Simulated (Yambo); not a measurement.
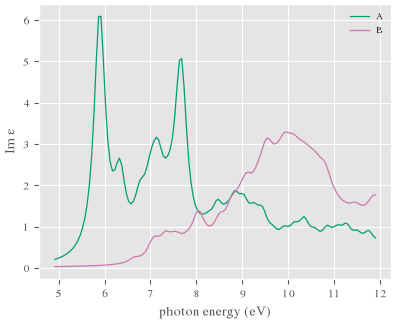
Figure. Two computed absorption spectra of CaO2H2 (space group P-3m1, No. 164) (Yambo, PBEsol bands with the same scissor, field along x)

Axes are Cartesian, with cell vectors (Å) (3.58, 0.00, 0.00), (-1.79, 3.10, 0.00), (0.00, 0.00, 4.76).

Question: Which curve includes the electron-hole attraction (BSE), and where are its main peaks?

Answer: Curve A: the attraction moves weight to lower energy (centre of the plotted range 7.9 eV against 9.7 eV). Its peaks lie at 5.9 eV, 7.1 eV, 7.7 eV, 8.8 eV. Settings: 9×9×6 mesh, 5 valence and 5 conduction bands, static screening with 30 bands and a 3 Ry block, scissor 2.46 eV, Tamm-Dancoff. The scissor comes from a G0W0 run whose convergence isn't established. Broadening 0.15 eV. The band window holds all transitions up to 12.2 eV. Fine structure above the onset can come from the mesh.

Geometry relaxed with PBE+D3(BJ); primitive cell a = b = 3.581 Å, c = 4.762 Å, α = β = 90.00°, γ = 120.00°.
